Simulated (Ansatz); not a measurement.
Fields on a plane of TiH2 (space group I4/mmm)

```
TiH2
1.0
   -1.58689     1.58689     2.07337
    1.58689    -1.58689     2.07337
    1.58689     1.58689    -2.07337
Ti H
1 2
Direct
  0.00000   0.00000   0.00000
  0.25000   0.75000   0.50000
  0.75000   0.25000   0.50000
```

The slice is a (-1 -1 2) plane (indices of the conventional cell) through the point (0.750, 0.250, 0.500) (fractional), spanned by u = [111] and v = [1 -1 0] in vectors of this cell: u (3.06 Å) and v (4.49 Å, at 90° to u). It covers one period; positions are fractions (u, v).

Atoms on it: Ti at (0.50, 0.75); H at (0.00, 0.50); H at (0.00, 0.00).

Calculation: PBEsol (plane waves to 420 eV, PAW, scalar-relativistic; Ansatz, a quantum-chemistry and plane-wave program). k mesh 20×20×20. These are valence fields of a PAW run, semicore shells included where kept as valence: close to a nucleus they are smooth pseudo fields. This is one of several known forms of TiH2; the measured ambient cells at hand have space group No. 225. TiH2 is run without spin polarisation. TiH2 was relaxed with its symmetry unable to fall.

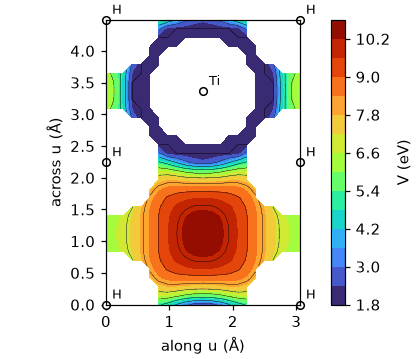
Electrostatic potential energy of an electron, from the cell's mean, in eV, one period of the plane, atoms marked. Points within 0.8 Å of a nucleus are left white, as the pseudised field means little there. Values under 2 eV are set to 2. The zero, the cell's mean, hangs on the PAW cores.

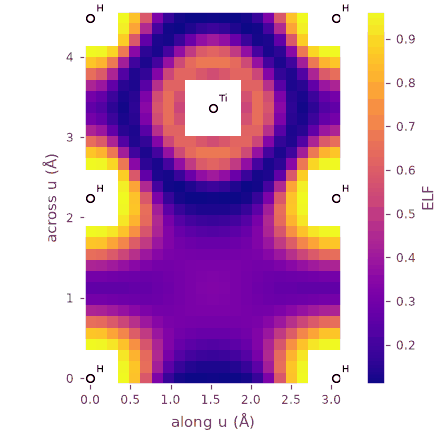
Figure. Electron localisation function (ELF), one period of the plane, atoms marked. Points within 0.4 Å of a nucleus are left white, as the pseudised field means little there.

The density on the Ti–H line (1.90 Å) at its density minimum, 1.1 Å from Ti comes out as 0.37 e/Å³ and the ELF at that point comes out as 0.2.
